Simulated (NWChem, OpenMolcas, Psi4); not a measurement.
Exact exchange and the HOMO–LUMO gap of [AlF4]−

[AlF4]−: 5 atoms, total charge -1, spin state singlet. As SMILES, `[F][Al-]([F])([F])[F]`. The coordinates come from a PBE0-D4/def2-TZVPD relaxation.

The HOMO–LUMO gap y, in eV, basis 6-311+G(d,p); a is the functional's share of exact exchange. Programs: NWChem 7.3.0, OpenMolcas 26.06, Psi4 1.11.

| functional | program | a | y (eV) |
| --- | --- | --- | --- |
| PBE | Psi4 | 0 | 6.97 |
| r2SCAN | Psi4 | 0 | 8.06 |
| B3LYP | NWChem | 0.2 | 9.01 |
| PBE0 | NWChem | 0.25 | ? |
| BHLYP | OpenMolcas | 0.5 | 11.92 |

Problem. Fit y = c + s·a to the known rows and predict PBE0.

Solution. 
1. Means of the 4 rows: a = 0.1750, y = 8.990.
2. Σ(Δa)² = 0.1675, Σ(Δa·Δy) = 1.469, so the slope is 1.469/0.1675 = 8.7701.
3. Intercept: 8.990 − (8.7701) × 0.1750 = 7.455. The largest residual of the fit is 0.60.
4. PBE0: 7.455 + (8.7701) × 0.25 = 9.65 eV.

The run gave 9.56 eV, so the prediction is off by +0.09 eV, within the largest residual. Exact exchange lowers occupied levels and raises empty ones. The rows mix families of semi-local functionals, which the line can't see.

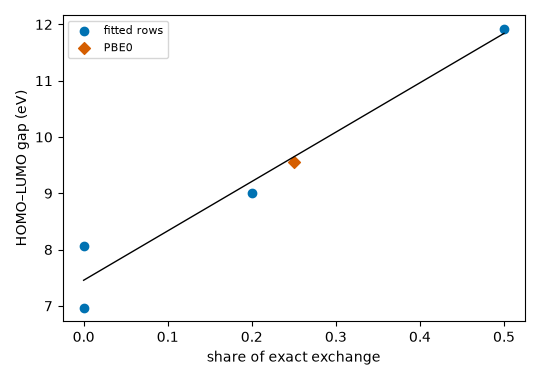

The fitted line, with the withheld row.
